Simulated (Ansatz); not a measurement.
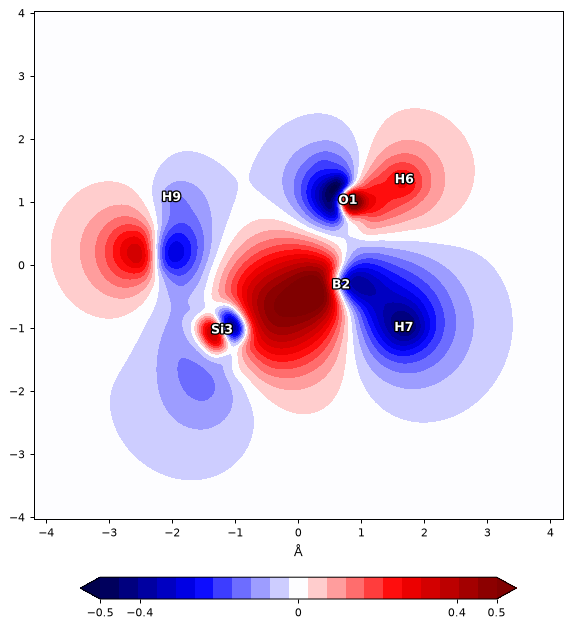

*BFH₄O₂Si (SMILES OB[SiH](O)F). The HOMO on the plane of atoms Si3, B2 and H7 (values in Å⁻³ᐟ²; the overall sign is arbitrary).*

All numbers below come from RKS BHLYP/def2-SVP in Ansatz.

```tsv
atom	x (Å)	y (Å)	z (Å)
O	0.4828	0.9923	1.6207
B	-0.5936	0.5851	0.9249
Si	-0.1830	-0.4536	-0.7628
O	1.4101	-0.8665	-0.7870
F	-0.5128	0.5304	-2.0113
H	0.2830	1.5029	2.4038
H	-1.6975	0.8668	1.3173
H	-0.9480	-1.6898	-1.0000
H	2.0158	-0.2750	-0.3467
```

Where does this orbital lie, and at what energy?

By Hirshfeld shares it lies mainly on B2 (about 30 %), Si3 (about 25 %), H7 (about 10 %), O4 (about 10 %), H8 (about 10 %) and O1 (about 10 %). Its energy is −9.07 eV.
